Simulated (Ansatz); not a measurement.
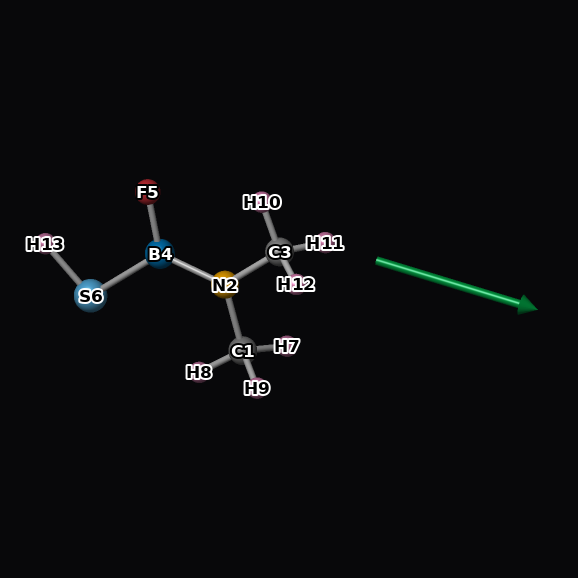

The arrow beside the molecule shows the direction of the dipole moment, from the negative to the positive end (its length means nothing). The geometry was computed by an optimisation with PBE-D4/def2-SVP. No frequency run is at hand to confirm it as a minimum. Level of theory: RKS PBE-D4/def2-SVP (Ansatz 0.2.0).

Q: How large is the dipole moment?

A: 1.63 D; it points from the side of H13 to the side of H11, H12 (the outermost atoms at the two ends).
